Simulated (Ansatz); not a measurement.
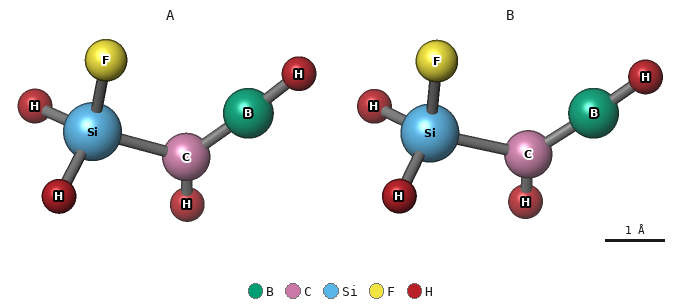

Two geometries of CH₄BFSi, drawn at one scale. One is the start of a relaxation, the other its converged end. Style: ball-and-stick. Shown from a free direction.

Computed with RKS PBE0-D4/def2-TZVP (Ansatz 0.2.0). Set-up: force threshold 0.005 eV/Å; at most 200 steps.

> Which of the two is the end point?

Structure A is the relaxed one. After 7 accepted moves (9 points after the start) the energy has fallen by 2.01 kcal/mol. The largest force component goes from 0.92 to 0.00093 eV/Å. The line search rejected the trial steps at points 3, 8 of the run. The atom that moves furthest after the best rigid fit is the F atom (0.16 Å). Largest moves by element: F 0.16 Å, H 0.14 Å, B 0.09 Å, C 0.06 Å, Si 0.05 Å. Near-neighbour distances that change, for instance: C–Si 1.875 → 1.832 Å, B–H 1.146 → 1.174 Å, H–Si 1.460 → 1.485 Å, B–C 1.380 → 1.370 Å. Bond angles that change, for instance: Si–C–H 110.9° → 117.5°, B–C–Si 122.4° → 116.0°, H–Si–H 112.7° → 109.2°.
